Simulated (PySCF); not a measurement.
SMILES CS(C)=[OH+] (charge +1) at its B3LYP/def2-SVP optimised geometry (Å):

```
11

C     -0.3457    -0.2290     0.0000
S     -0.9430    -1.0429     1.4911
C     -0.0768    -0.1651     2.8032
O     -0.0732    -2.4247     1.4393
H     -0.7477    -0.7937    -0.8530
H     -0.7535     0.7937     0.0000
H      0.7535    -0.2290     0.0000
H      1.0022    -0.1679     2.5934
H     -0.3053    -0.6905     3.7412
H     -0.4833     0.8576     2.8361
H     -0.6681    -3.1965     1.5133
```

Calculation: PySCF with B3LYP/def2-TZVP. Cells within 0.4 Å of a nucleus heavier than hydrogen are left out (blank, or x).

Map of the electrostatic potential (hartree/e), clipped to [0.10, 0.43] on the plane z = 0.0 Å:

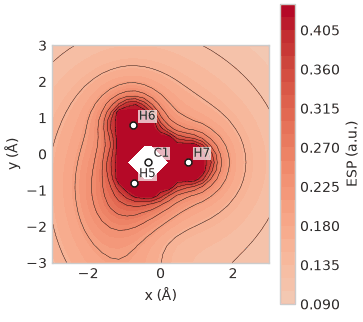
Fig. 1. Electrostatic potential (hartree/e), clipped to [0.10, 0.43] on the plane z = 0.0 Å.
